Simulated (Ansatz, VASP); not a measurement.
**Cross-check of NaCl (Halite) between VASP and Ansatz**

Aim: how closely do two programs agree when they are given the same cell, functional and k mesh? The cell comes out of the VASP series on this material, whose earlier steps may have relaxed, scaled or displaced it; both programs get it as it stands.

Main program and level: Ansatz 0.2.0; plane waves, with VASP 6.6.1 beside it; relaxation of cell and atoms at PBEsol and elastic constants at r2SCAN.

### 1. Starting point

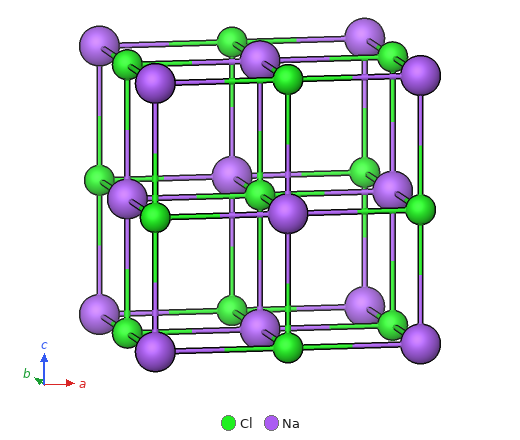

Start, viewed slightly off an axis; chlorine green, sodium purple. This picture shows the conventional cell, with its axes. Some periodic images of atoms are drawn too.

As a file:

```
Cl Na
1.0
     0.00000    2.80105    2.80105
     2.80105    0.00000    2.80105
     2.80105    2.80105    0.00000
Cl Na
1 1
Direct
  0.50000 0.50000 0.50000
  0.00000 0.00000 0.00000
```

### 2. VASP: relaxation of cell and atoms, PBEsol

The relaxed volume is the usual yardstick between codes: its relative difference is about their pressure difference at one cell divided by the bulk modulus.

Lines of VASP's logs that name or quote its potential files are left out, and so is its time.

The input, INCAR:

```
SYSTEM = NaCl
PREC = Accurate
ENCUT = 450
EDIFF = 1E-06
NELM = 100
ISMEAR = 0
SIGMA = 0.03
LREAL = .FALSE.
ALGO = Normal
GGA = PS
NBANDS = 13
LORBIT = 11
LWAVE = .FALSE.
LCHARG = .FALSE.
KPAR = 4
IBRION = 2
NSW = 50
ISIF = 3
EDIFFG = -0.006
```

The input, POSCAR:

```
NaCl
1.0
    0.0000000000      2.8010492261      2.8010492261
    2.8010492261      0.0000000000      2.8010492261
    2.8010492261      2.8010492261      0.0000000000
Cl Na
1 1
Direct
    0.5000000000      0.5000000000      0.5000000000
    0.0000000000      0.0000000000      0.0000000000
```

The input, KPOINTS:

```
Automatic mesh
0
Gamma
6 6 6
0 0 0
```

Potentials, in the order of the species: Cl and Na_pv (PBE family, release 64).

Started as:

```bash
> mpirun -np 4 vasp_std
```

Numbers of over 12 decimals in the logs are rounded to 6 here.

The log of the run:

```text
[banner, memory and clock lines left out]
running    4 mpi-ranks, on    1 nodes
 distrk:  each k-point on    1 cores,    4 groups
 distr:  one band on    1 cores,    1 groups

 POSCAR found type information on POSCAR ClNa
 POSCAR found :  2 types and       2 ions
|                                                                             |
|               ----> ADVICE to this user running VASP <----                  |
|                                                                             |
|     You enforced a specific xc type in the INCAR file but a different       |
|     [... a line on the potential file left out ...]
|     I HOPE YOU KNOW WHAT YOU ARE DOING!                                     |
|                                                                             |

 LDA part: xc-table for (Slater+PW92), standard interpolation
 POSCAR, INCAR and KPOINTS ok, starting setup
 FFT: planning ... GRIDC
 FFT: planning ... GRID_SOFT
 FFT: planning ... GRID
 WAVECAR not read
 entering main loop
       N       E                     dE             d eps       ncg     rms          rms(c)
DAV:   1     0.927673330827E+02    0.92767E+02   -0.66664E+03   421   0.985E+02
DAV:   2     0.176652591210E+00   -0.92591E+02   -0.86486E+02   470   0.248E+02
DAV:   3    -0.703833558465E+01   -0.72150E+01   -0.71744E+01   536   0.704E+01
DAV:   4    -0.715730264406E+01   -0.11897E+00   -0.11891E+00   504   0.977E+00
DAV:   5    -0.715975016875E+01   -0.24475E-02   -0.24474E-02   514   0.138E+00    0.191E+00
DAV:   6    -0.700537926105E+01    0.15437E+00   -0.26374E-01   501   0.376E+00    0.137E+00
DAV:   7    -0.699483424385E+01    0.10545E-01   -0.63819E-02   551   0.175E+00    0.926E-01
DAV:   8    -0.699827123346E+01   -0.34370E-02   -0.75499E-03   451   0.842E-01    0.270E-01
DAV:   9    -0.699817776541E+01    0.93468E-04   -0.18776E-04   511   0.112E-01    0.169E-01
DAV:  10    -0.699821871436E+01   -0.40949E-04   -0.28519E-04   446   0.111E-01    0.575E-02
DAV:  11    -0.699820868260E+01    0.10032E-04   -0.19637E-05   501   0.338E-02    0.192E-02
DAV:  12    -0.699820794618E+01    0.73643E-06   -0.35191E-06   456   0.120E-02
   1 F= -.69982079E+01 E0= -.69982079E+01  d E =-.699821E+01
 curvature:   0.00 expect dE= 0.000E+00 dE for cont linesearch  0.000E+00
 trial: gam= 0.00000 g(F)=  0.316E-60 g(S)=  0.433E-04 ort = 0.000E+00 (trialstep = 0.100E+01)
 search vector abs. value=  0.433E-04
 bond charge predicted
       N       E                     dE             d eps       ncg     rms          rms(c)
DAV:   1    -0.699851370887E+01   -0.30503E-03   -0.58070E-03   496   0.103E+00    0.107E-01
DAV:   2    -0.699827940221E+01    0.23431E-03   -0.34442E-04   481   0.178E-01    0.434E-02
DAV:   3    -0.699824258357E+01    0.36819E-04   -0.85739E-05   501   0.958E-02    0.209E-02
DAV:   4    -0.699824190019E+01    0.68337E-06   -0.24329E-06   448   0.180E-02
   2 F= -.69982419E+01 E0= -.69982419E+01  d E =-.339540E-04
 trial-energy change:   -0.000034  1 .order   -0.000028   -0.000043   -0.000012
 step:   1.1609(harm=  1.3863)  dis= 0.00000  next Energy=    -6.998243 (dE=-0.350E-04)
 reached required accuracy - stopping structural energy minimisation
```

Parts of OUTCAR (step 2):

```text
ion  position               nearest neighbor table
   1  0.500  0.500  0.500-
   2  0.000  0.000  0.000-

  LATTYP: Found a face centered cubic cell.
 ALAT       =     5.6020984522

 Subroutine GETGRP returns: Found 48 space group operations
 (whereof 48 operations were pure point group operations)

The static configuration has the point symmetry O_h .

 Found     16 irreducible k-points:

   k-points           NKPTS =     16   k-points in BZ     NKDIM =     16   number of bands    NBANDS=     13

   dimension x,y,z NGX =    28 NGY =   28 NGZ =   28
   dimension x,y,z NGXF=    56 NGYF=   56 NGZF=   56

   ENCUT  =  450.0 eV  33.07 Ry    5.75 a.u.   6.85  6.85  6.85*2*pi/ulx,y,z

   NELECT =      14.0000    total number of electrons

 k-points in reciprocal lattice and weights: Automatic mesh
   0.00000000  0.00000000  0.00000000       0.005
   0.16666667  0.00000000  0.00000000       0.037
   0.33333333  0.00000000  0.00000000       0.037
   0.50000000  0.00000000  0.00000000       0.019
   0.16666667  0.16666667  0.00000000       0.028
   0.33333333  0.16666667  0.00000000       0.111
   0.50000000  0.16666667  0.00000000       0.111
  -0.33333333  0.16666667  0.00000000       0.111
  -0.16666667  0.16666667  0.00000000       0.056
[...]
-0.33333333  0.33333333  0.16666667       0.111
  -0.33333333  0.50000000  0.16666667       0.056

 average (electrostatic) potential at core
       1 -93.5791       2 -46.9467

 E-fermi :  -0.4868

 k-point     1 :       0.0000    0.0000    0.0000
  band No.  band energies     occupation
    ...
      3     -21.2672      2.00000
      4     -13.3518      2.00000
      5      -0.6555      2.00000
      6      -0.6555      2.00000
      7      -0.6555      2.00000
      8       4.3562      0.00000
      9      10.3615      0.00000
     10      10.3615      0.00000
     11      10.3615      0.00000
     12      12.6119      0.00000
    ...

 k-point     2 :       0.1667    0.0000    0.0000
  band No.  band energies     occupation
    ...
      3     -21.2678      2.00000
      4     -13.2636      2.00000
      5      -1.2973      2.00000
      6      -0.7295      2.00000
      7      -0.7295      2.00000
      8       5.1935      0.00000
      9       9.5447      0.00000
     10      10.6571      0.00000
     11      10.6571      0.00000
     12      12.2831      0.00000
    ...

 k-point     3 :       0.3333    0.0000    0.0000
  band No.  band energies     occupation
    ...
      3     -21.2690      2.00000
      4     -13.0790      2.00000
      5      -2.2810      2.00000
      6      -0.8703      2.00000
      7      -0.8703      2.00000
      8       6.2801      0.00000
      9       9.3827      0.00000
     10      10.4886      0.00000
     11      10.4886      0.00000
     12      13.3820      0.00000
    ...

  Total       -0.0068150     -0.0068150     -0.0068150      0.0000000     -0.0000000      0.0000000
  in kB       -0.2488593     -0.2488593     -0.2488593      0.0000000     -0.0000000      0.0000000
  external PRESSURE =      -0.2488593 kB  Pullay stress =       0.0000000 kB

  energy-cutoff  :      450.00
  volume of cell :       43.88
      direct lattice vectors                 reciprocal lattice vectors
     0.000000000  2.799396762  2.799396762    -0.178609909  0.178609909  0.178609909
     2.799396762  0.000000000  2.799396762     0.178609909 -0.178609909  0.178609909
     2.799396762  2.799396762 -0.000000000     0.178609909  0.178609909 -0.178609909

 POSITION                                       TOTAL-FORCE (eV/Angst)
 -----------------------------------------------------------------------------------
      2.79940      2.79940      2.79940        -0.000000      0.000000     -0.000000
      5.59879      5.59879      5.59879         0.000000     -0.000000      0.000000
 -----------------------------------------------------------------------------------
    total drift:                                0.000000      0.000000      0.000000

  FREE ENERGIE OF THE ION-ELECTRON SYSTEM (eV)
  ---------------------------------------------------
  free  energy   TOTEN  =        -6.9982419002 eV

  energy  without entropy=       -6.9982419002  energy(sigma->0) =       -6.99824190

 reached required accuracy - stopping structural energy minimisation

 total charge
# of ion       s       p       d       tot
------------------------------------------
    1        1.578   3.557   0.000   5.135
    2        0.045   5.983   0.000   6.028
--------------------------------------------------
tot          1.622   9.540   0.000  11.163

[... 3 further parts left out ...]
```

CONTCAR:

```
NaCl
   1.00000000000000
     0.0000000000000000    2.7993967620999345    2.7993967620999345
     2.7993967620999345    0.0000000000000000    2.7993967620999345
     2.7993967620999345    2.7993967620999345   -0.0000000000000000
  Cl              Na
     1     1
Direct
     0.5000000000000000    0.5000000000000000    0.5000000000000000
     1.0000000000000000    1.0000000000000000    1.0000000000000000
```

### 3. Ansatz: relaxation of cell and atoms, PBEsol

Ansatz runs on its default PAW (the set named soft_2) files.

The same cell, functional, mesh and smearing now go to Ansatz, which takes its cutoff from its data sets.

The input, input.yaml:

```yaml
crystal:
  lattice:
    - [0.0, 2.8010492261, 2.8010492261]
    - [2.8010492261, 0.0, 2.8010492261]
    - [2.8010492261, 2.8010492261, 0.0]
  atoms:
    - { symbol: Cl, position: [0.5, 0.5, 0.5] }
    - { symbol: Na, position: [0.0, 0.0, 0.0] }
hamiltonian:
  xc: pbesol
  pseudopotentials: { kind: paw }
kpoints:
  mp_grid: { grid: [6, 6, 6] }
scf:
  occupations: { method: gaussian, width: 0.03 }
relax:
  f_tol: 0.01
  max_steps: 60
  cell: { stress_tol: 0.05 }
output:
  forces: true
  stress: true
```

Started as:

```bash
> ansatz run input.yaml --threads 4 --pin off --max-ram 9216MiB --backend cpu --events-out ev --progress --plain --runs-dir out
```

The log of the run:

```text
Engine: ansatz 0.2.0, x86_64-unknown-linux-gnu
Pseudopotentials: kind: paw
Pseudopotential: Cl, paw, valence charge 7, recommended cutoff 420 eV (normal), Cl.paw.azcp
Pseudopotential: Na, paw, valence charge 9, recommended cutoff 420 eV (normal), Na.paw.azcp
Functional definition: PBEsol
  exchange = pbesol_x
  correlation = pbesol_c
Crystal: 2 atoms, lattice volume = 43.953 Å³
Basis set: ecut = 420 eV, 869 PW (Γ), exchange–correlation on 54×54×54 points (8 copies of the dense FFT grid, shifted against one another)
Bands: 12, of which v1, the nominal top of the filled ones, is band 8 counted from 1 (7 counted from 0)
Symmetry: 48 space group operations
Space group: Fm-3m (ITA 225), of the structure as read, at distance tolerance 3.5e-5 Å
k-points: 16 of 216
Non-local potential: Cl, projectors of the file, l = 0: 2, l = 1: 2, l = 2: 2
Non-local potential: Na, projectors of the file, l = 0: 3, l = 1: 2, l = 2: 1
PAW form: soft (Blöchl's): semilocal exchange-correlation on the pseudo side does not see the compensation charge
PAW frozen core: Cl, regenerated for the run's functional, and the local potential with it (the file was generated under x = pbe(κ = 0.804, μ = 0.219515), c = pbe(β = 0.066725))
PAW frozen core: Na, regenerated for the run's functional, and the local potential with it (the file was generated under x = pbe(κ = 0.804, μ = 0.219515), c = pbe(β = 0.066725))
PAW one-centre angular grid: Cl, 110 points (default); XC on 64 Gauss nodes
PAW one-centre angular grid: Na, 110 points (default); XC on 64 Gauss nodes
Initial density: superposition of atomic densities (neutral atoms: chi_scale 0, normalization atom), corrected by the library's trained network
Initial wavefunctions: pseudopotential atomic-orbital guess
Functional: x = pbesol(κ = 0.804, μ = 0.123457), c = pbesol(β = 0.046)
SCF iter   1: F=—  HF=-2540.289493 eV  |F-HF|=—  |Δ(HF+E_count)|=         —  Δρ=2.85e-3  dr2=3.79e-3  ethr=1.77e-3  ⟨swp⟩=6.0  Hψ=1130  notcnv=0
preconditioner: auto → none  [insulator: Δε(μ)=4.955 eV  Ē_g=20.759 eV  σ=0.030 eV  W_gap=1.00  n_scr=14 (ndim 8)  ℏωp=21.0 eV  f_vac=0.028  D(μ)=0.00/eV (n_scr^D=0)  ε∞_Penn≈2.0]
SCF iter   2: F=—  HF=-2540.286819 eV  |F-HF|=—  |Δ(HF+E_count)|=   2.67e-3  Δρ=1.26e-3  dr2=9.22e-4  ethr=2.37e-5  ⟨swp⟩=2.7  Hψ=487  notcnv=0
SCF iter   3: F=—  HF=-2540.286792 eV  |F-HF|=—  |Δ(HF+E_count)|=   2.75e-5  Δρ=9.11e-4  dr2=5.18e-4  ethr=5.76e-6  ⟨swp⟩=2.0  Hψ=320  notcnv=0
SCF iter   4: F=—  HF=-2540.286615 eV  |F-HF|=—  |Δ(HF+E_count)|=   1.76e-4  Δρ=2.51e-4  dr2=3.45e-5  ethr=3.23e-6  ⟨swp⟩=2.0  Hψ=233  notcnv=0
SCF iter   5: F=—  HF=-2540.286632 eV  |F-HF|=—  |Δ(HF+E_count)|=   1.70e-5  Δρ=3.55e-5  dr2=1.01e-6  ethr=2.16e-7  ⟨swp⟩=2.0  Hψ=256  notcnv=0
SCF iter   6: F=-2540.286632 eV  HF=-2540.286632 eV  |F-HF|=2.07e-8  |Δ(HF+E_count)|=   1.96e-7  Δρ=7.45e-6  dr2=4.45e-8  ethr=6.25e-10  ⟨swp⟩=3.0  Hψ=654  notcnv=0
SCF 1 converged in 6 iterations: F = -2540.286632 eV  dr2 = 4.45e-8
  greatest PAW one-centre occupation: 0.999 electrons in one spin orbital (limit 2), on the Na atom at site 1 (counted from 0), in its partial waves of l = 0
relax step   1: F+E_penalty+E_count = -2540.28663197 eV  Δ(F+E_penalty+E_count) = +0.000e0 eV  max|allowed force component| = 3.131e-30 eV/Å  Δτ_max = 0.0000 Å  P = +0.000 GPa  Ω = 43.953 Å³  (6 SCF iters, dr2 threshold 1.00e-7 eV, accepted)
Initial density: handed on by an earlier stage of this run
Initial wavefunctions: pseudopotential atomic-orbital guess (no wavefunctions were taken with the density)
iter 1 solved again at ethr=4.69e-6 eV; its pass at ethr=3.10e-3 eV (dr2=7.51e-4 eV) is discarded
SCF iter   1: F=—  HF=-2540.286604 eV  |F-HF|=—  |Δ(HF+E_count)|=         —  Δρ=6.07e-6  dr2=2.39e-8  ethr=4.69e-6  ⟨swp⟩=2.7  Hψ=1576  notcnv=0
eigensolver tolerance schedule: the retry pair's looser diagonalisation over-reported the residual by 31375.73 of it (diagonalisation noise at an unbounded share of the residual, at the tolerance the schedule requests for it); recorded, not acted on — ethr = c·dr2/N_el stays at c = 1.0e-1
preconditioner: auto → none  [insulator: Δε(μ)=5.010 eV  Ē_g=20.796 eV  σ=0.030 eV  W_gap=1.00  n_scr=14 (ndim 8)  ℏωp=21.0 eV  f_vac=0.018  D(μ)=0.00/eV (n_scr^D=0)  ε∞_Penn≈2.0]
SCF iter   2: F=—  HF=-2540.286632 eV  |F-HF|=—  |Δ(HF+E_count)|=   2.84e-5  Δρ=3.55e-6  dr2=7.06e-9  ethr=1.50e-10  ⟨swp⟩=2.8  Hψ=381  notcnv=0
SCF iter   3: F=—  HF=-2540.286632 eV  |F-HF|=—  |Δ(HF+E_count)|=   1.86e-9  Δρ=3.10e-6  dr2=3.66e-9  ethr=4.41e-11  ⟨swp⟩=2.0  Hψ=320  notcnv=0
SCF iter   4: F=—  HF=-2540.286632 eV  |F-HF|=—  |Δ(HF+E_count)|=   1.70e-9  Δρ=6.47e-7  dr2=1.07e-10  ethr=2.29e-11  ⟨swp⟩=2.0  Hψ=300  notcnv=0
SCF iter   5: F=-2540.286632 eV  HF=-2540.286632 eV  |F-HF|=0.00e0  |Δ(HF+E_count)|=  7.69e-11  Δρ=6.56e-8  dr2=2.17e-12  ethr=1.00e-12  ⟨swp⟩=5.4  Hψ=730  notcnv=0
SCF 2 converged in 5 iterations: F = -2540.286632 eV  dr2 = 2.17e-12
relax step   2: F+E_penalty+E_count = -2540.28663198 eV  Δ(F+E_penalty+E_count) = -1.507e-8 eV  max|allowed force component| = 1.372e-30 eV/Å  Δτ_max = 0.0000 Å  P = +0.000 GPa  Ω = 43.953 Å³  stress off target by 3.18e-7 GPa  SCF on the basis re-selected at this cell (its energy is not comparable with the rows above)  (5 SCF iters)
basis re-selected at this cell: Δ(F+E_penalty+E_count) = -1.507e-8 eV, ΔP = -0.000 GPa vs the last step (what re-selecting the basis moved, of the pressure what is left beyond the Pulay correction that the steps carried, after the strain that the cell walked since its last selection, with what the two solves' SCF thresholds leave and, on support functions, any second-order correction that the steps lacked; it is no m [...]
SCF converged after 5 iterations
Free energy (F): -2540.286632 eV
Harris-Foulkes:  -2540.286632 eV  (|F-HF|=0.00e0)
Internal energy: -2540.286632 eV  (E = F + TS)
E sigma→0 (E₀):  -2540.286632 eV
Fermi energy:    3.708229 eV
--- Per-component energies (eV) ---
  E_band       = -231.458007
  E_kinetic    = 282.626707
  E_local      = -1519.412607  (includes V_loc(G=0)·N_el)
  E_nonlocal   = 144.823147
  E_hartree    = 534.355443
  E_xc         = -145.001938
  E_vxc        = -171.859036  (∫ρ·V_xc dr)
  E_paw        = -895.323300  (= ΣΔE_a)
  E_vpaw       = -36.347179  (= ΣTr[D̂ρ^β])
  E_aug_tail   = 0.000080  (compensation charges beyond the density's cutoff)
  E_ewald      = -942.487289
  E_core_change = 0.133126  (= ΣΔE_core)
  E_smearing   = -0.000000  (= −TS)
  E_closure    = -0.000000  (closes the sum)
  Σ components = -2540.286632   (vs F -2540.286632, Δ=0.00e0)
--- Forces (eV/Å), atoms counted from 1 ---
  atom   1  Cl     0.00000000     0.00000000     0.00000000
  atom   2  Na    -0.00000000     0.00000000    -0.00000000
  max |Σ_I F_I| component: 2.51e-30 eV/Å
--- Stress (GPa, compression-positive) ---
        0.000000       0.000000       0.000000
       -0.000000       0.000000      -0.000000
       -0.000000       0.000000       0.000000
  P = ⅓ Tr σ = 0.0000 GPa (0.000 kbar)
--- Relaxed structure (1 steps of the walk, 1 accepted, 1 SCFs on fresh bases) ---
  F+E_penalty+E_count = -2540.28663198 eV   max|allowed force component| = 1.372e-30 eV/Å   (the final SCF, on the basis selected at the relaxed cell)
  cell:  # Å, volume = 43.9534 Å³
    - [0.0, 2.8010492261, 2.8010492261]
    - [2.8010492261, 0.0, 2.8010492261]
    - [2.8010492261, 2.8010492261, 0.0]
  atoms:
    - { symbol: Cl, position: [0.5, 0.5, 0.5] }
    - { symbol: Na, position: [0.0, 0.0, 0.0] }
```

The job ended after 0.66 s (4 threads of Intel Xeon Platinum 8259CL at 2.50GHz (Skylake/Cascade Lake), shared host; peak memory 0.35 GiB).

### 4. Comparison

Known differences besides the PAW data sets themselves: both relaxations stop at a tolerance, which leaves soft axes loose, and VASP keeps its plane-wave basis; the data sets hold 16 valence electrons in Ansatz (default PAW (the set named soft_2) files) and 14 in VASP; the cutoff is 420 eV in Ansatz and 450 eV in VASP; Ansatz makes its cores anew for this functional, VASP keeps those of its PBE data sets; VASP leaves aspherical gradient terms in its spheres out (LASPH is not set), Ansatz keeps them; Ansatz adds a Pulay correction to the stress that steers its cell, VASP none. Total energies have different zeros and are not compared.

Compared:

| quantity | Ansatz | VASP | difference |
| --- | --- | --- | --- |
| volume (Å³) | 43.95 | 43.88 | +0.18 % |
| edge a after relaxation, in the typed setting (Å) | 3.961 | 3.959 | +0.06 % |

The walks stopped with 0.00 GPa left in Ansatz and -0.02 GPa in VASP; each walk ends within a tolerance, so the volume difference is uncertain by about these residues over the bulk modulus, most in soft cells.

(Part 1 of 2 ends here.)

[Lines on the potential files, build, host, timing and source positions are cut from VASP's logs without a mark.]

[Logs are printed without paths, hosts, clocks, repeated set-up lines and the standing remarks that a program may print on its own settings, such as how far it seeks lower states.]

[Hosts, paths, dates, database ids (printed as entryN), source tags and the programs' standing remarks are cut or masked in the printed files.]
